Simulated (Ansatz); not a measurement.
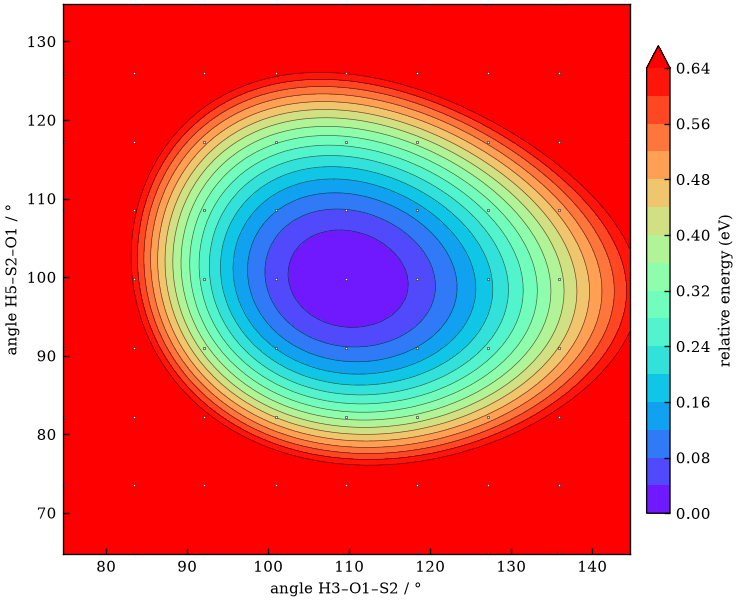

H3OS, SMILES O[SH2+], charge +1. The first coordinate is: angle H3–O1–S2; the second: angle H5–S2–O1. Nothing is relaxed (all other coordinates rigid). Grid: 9 × 9 points. Energies: eV, counted from the relaxed molecule at the same level. Computed with RHF-MP2, frozen core/def2-TZVP (Ansatz).

Drawn: filled contours, dots at the grid points, one colour for all values above the top of the scale. Between grid points the surface is interpolated.

Estimate the position of the minimum and the force constants in these coordinates.

Answer. The interpolated minimum is at angle H3–O1–S2 ≈ 109.6°, angle H5–S2–O1 ≈ 99.7°. The curvatures there are about 4.8 eV/rad² and 6.9 eV/rad², with a cross term of about 0.61 eV/rad². Round the minimum the two coordinates are weakly coupled (coupling 0.11 in units of the two stiffnesses).
